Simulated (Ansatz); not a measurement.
# Calculations on SnH₅Cl

Part 1: Relaxation

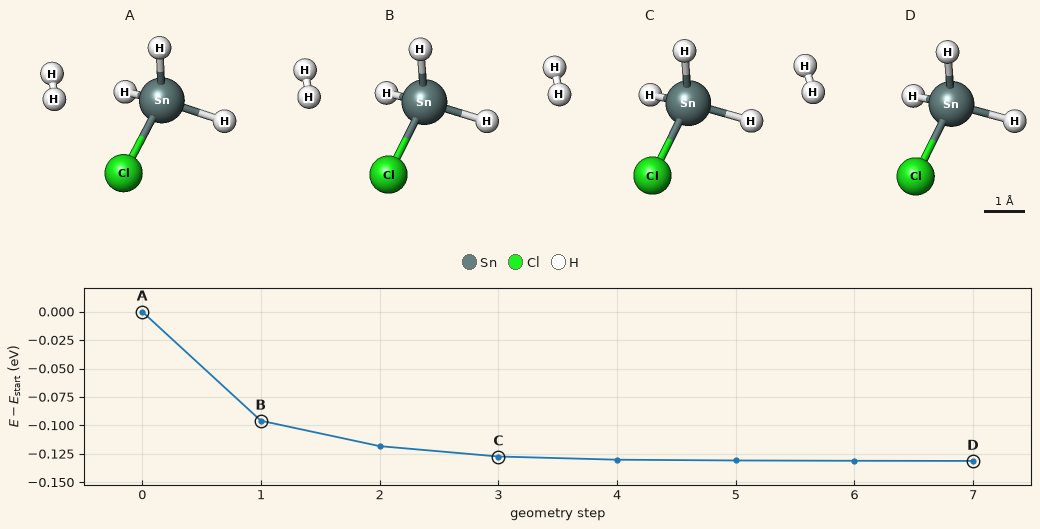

Frames of a relaxation of SnH5Cl, marked on the history of the run. The picture is a ball-and-stick view, seen at a tilt.

The run prepares an end point of a later path (reaction) calculation, from a guessed geometry.

Theory: RKS PBE0/def2-mTZVP (Ansatz). Set-up: no spin polarisation; force threshold 0.03 eV/Å; at most 50 steps.

Describe the path.

An H atom moves most after the best rigid fit: 0.72 Å. By element the largest moves are H 0.72 Å, Cl 0.32 Å, Sn 0.26 Å. Some distances before and after: Cl–Sn 2.394 → 2.352 Å, H–H 0.711 → 0.746 Å. Among the angles between lasting bonds that change: Cl–Sn–H 103.4° → 105.6°. The energy falls by 0.131 eV in 7 geometry steps. The largest force component goes from 1.2 to 0.022 eV/Å. Cost: 26 s on 1 thread of Arm Neoverse V1 (shared host), peak memory 0.14 GiB. From step 0 to 1: an H atom moves most (0.20 Å), energy −0.096 eV. From step 1 to 3: an H atom moves most (0.28 Å), energy −0.031 eV. From step 3 to 7: an H atom moves most (0.25 Å), energy −0.004 eV.

```json
{"step": "0", "E − E(0), eV": "0.0000", "largest force component, eV/Å": "1.1623"}
{"step": "1", "E − E(0), eV": "-0.0959", "largest force component, eV/Å": "0.1373"}
{"step": "2", "E − E(0), eV": "-0.1182", "largest force component, eV/Å": "0.0783"}
{"step": "3", "E − E(0), eV": "-0.1274", "largest force component, eV/Å": "0.0248"}
{"step": "4", "E − E(0), eV": "-0.1302", "largest force component, eV/Å": "0.0333"}
{"step": "5", "E − E(0), eV": "-0.1309", "largest force component, eV/Å": "0.0296"}
{"step": "6", "E − E(0), eV": "-0.1311", "largest force component, eV/Å": "0.0239"}
{"step": "7", "E − E(0), eV": "-0.1313", "largest force component, eV/Å": "0.0224"}
```

Limits of the set-up: the start holds two separate molecules, 2.6 Å apart at their closest, whose relative position is a soft coordinate and is computed without a dispersion correction.

Part 2: Relaxation

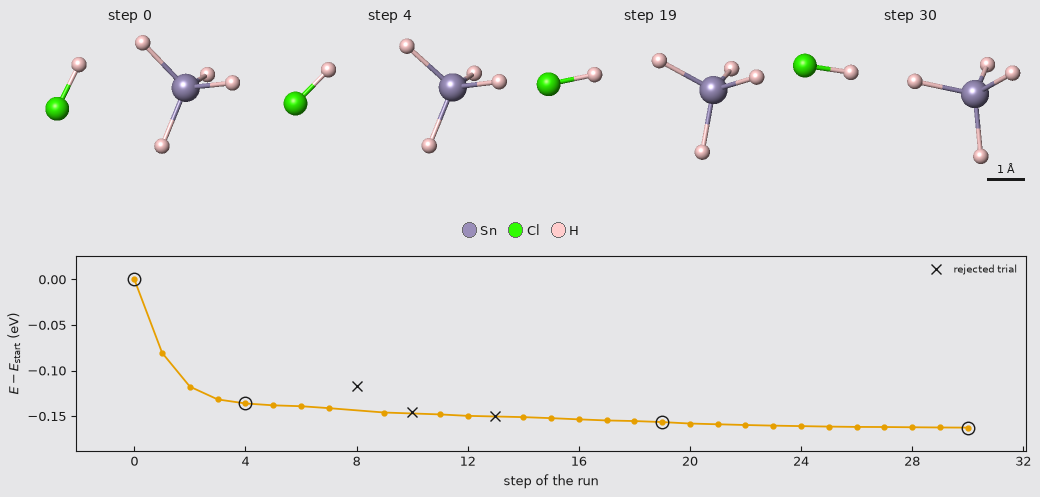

Frames of a relaxation of SnH₅Cl, marked on the history of the run. Style: ball-and-stick. Shown at a tilt.

The run prepares an end point of a later path (reaction) calculation, from a guessed geometry.

The calculation used RKS PBE0/def2-mTZVP in Ansatz 0.2.0.

Input
```yaml
crystal:
  periodic: [false, false, false]
  atoms:
    - { symbol: Sn, position_ang: [-0.451779, 0.0, -0.456784] }
    - { symbol: Cl, position_ang: [0.012076, 0.0, 3.134908] }
    - { symbol: H, position_ang: [1.110453, 0.0, 0.220494] }
    - { symbol: H, position_ang: [-0.671496, 1.400901, -1.415555] }
    - { symbol: H, position_ang: [-0.671496, -1.400901, -1.415555] }
    - { symbol: H, position_ang: [-1.711757, 0.0, 0.733991] }
    - { symbol: H, position_ang: [-1.171802, 0.0, 2.516301] }
basis:
  gaussian: { orbitals: def2-mTZVP }
hamiltonian:
  xc: pbe0
relax:
  f_tol: 0.03
  max_steps: 50
output:
  orbitals: {}
```

Launched with:
```bash
ansatz run input.yaml --threads 1 --pin off --max-ram 2048MiB --backend cpu --events-out ev --progress --plain --runs-dir out
```

**Describe the path.**

The energy falls by 0.163 eV in 27 accepted moves (30 points after the start). Largest force component: 0.97 eV/Å at the start, 0.0011 eV/Å at the end. The line search rejected the trial steps at points 8, 10, 13 of the run. The forces were under the threshold at step 9, but the run went on from there. Cl2 moves most after the best rigid fit: 1.49 Å. By element the largest moves are Cl 1.49 Å, H 1.13 Å, Sn 0.31 Å. Near-neighbour distances that change, for instance: Cl2–H7 1.336 → 1.301 Å, Sn1–H6 1.734 → 1.718 Å, Sn1–H4 1.712 → 1.705 Å. Bond angles that change, for instance: H3–Sn1–H6 113.2° → 108.3°. From step 0 to 4: Cl2 moves most (0.63 Å), energy −0.136 eV. From step 4 to 19: Cl2 moves most (0.53 Å), energy −0.020 eV. From step 19 to 30: H6 moves most (0.58 Å), energy −0.006 eV.

```
step  E − E(0), eV  largest force component, eV/Å      note
   0        0.0000                         0.9662          
   1       -0.0805                         0.7394          
   2       -0.1176                         0.5337          
   3       -0.1316                         0.1150          
   4       -0.1360                         0.2123          
   5       -0.1381                         0.1043          
   6       -0.1390                         0.2300          
   7       -0.1411                         0.2131          
   8       -0.1167                         1.1823  rejected
   9       -0.1459                         0.0261          
  10       -0.1453                         0.4450  rejected
  11       -0.1480                         0.0822          
  12       -0.1496                         0.1300          
  13       -0.1493                         0.2085  rejected
  14       -0.1510                         0.0369          
  15       -0.1521                         0.0139          
  16       -0.1534                         0.0494          
  17       -0.1546                         0.1353          
  18       -0.1553                         0.1969          
  19       -0.1564                         0.1535          
  21       -0.1588                         0.0895          
  22       -0.1596                         0.0842          
  23       -0.1603                         0.0417          
  24       -0.1609                         0.0097          
  25       -0.1614                         0.0885          
  26       -0.1617                         0.1162          
  27       -0.1618                         0.1119          
  28       -0.1621                         0.1095          
  29       -0.1623                         0.0628          
  30       -0.1625                         0.0011
```

Part 3: Path

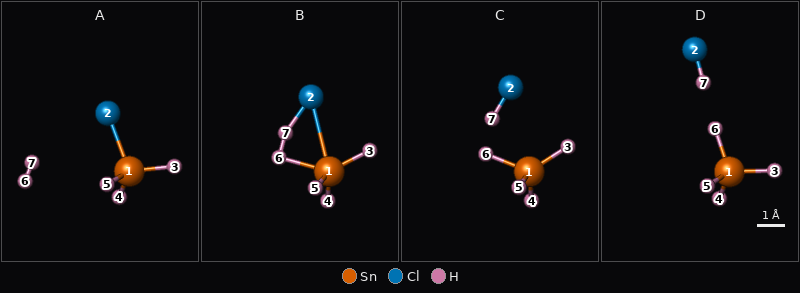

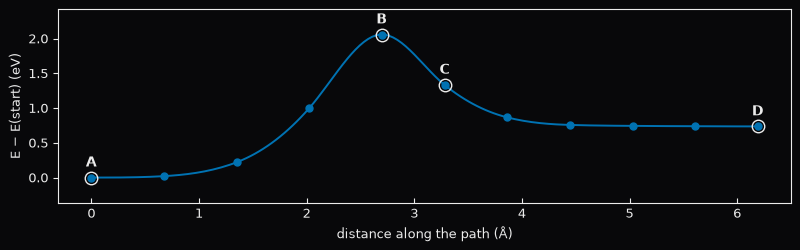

A search for the minimum-energy path of SnH₅Cl, made up at the start of SnH₃Cl and H2 by the nudged elastic band. Images are numbered from 0 (start) to 10 (end). Frames A to D are images 0, 4, 5, 10. The picture is a ball-and-stick view, seen at a tilt.

Method: Ansatz 0.2.0, RKS PBE0/def2-mTZVP. Settings: 9 movable images; climbing image; force threshold 0.05 eV/Å; iteration limit 60; starting path through a guess of the saddle point.

Read off the barrier and say what moves.

Forward barrier 2.06 eV, backward barrier 1.32 eV, with image 4 at the top; the reaction energy is +0.74 eV. Breaking: H6–H7 (0.75 → 0.95 at the top → 1.81 Å), Sn1–Cl2 (2.35 → 2.91 at the top → 4.82 Å). Forming: Cl2–H7 (3.36 → 1.64 at the top → 1.30 Å), Sn1–H6 (3.93 → 1.97 at the top → 1.72 Å). The band converged in 16 iterations. The largest component of the band force went from 4.4 to 0.0086 eV/Å. The climbing image converged on the top of the path. Its vibrational analysis gives 2 imaginary modes over 30i cm⁻¹, so it isn't confirmed as a transition state.

Limits of the set-up: the start holds two separate molecules, 3.4 Å apart at their closest, whose relative position is a soft coordinate and is computed without a dispersion correction.

The run took 7.1 min on 1 thread of Arm Neoverse V1, with other jobs on the host, peak memory 0.15 GiB.
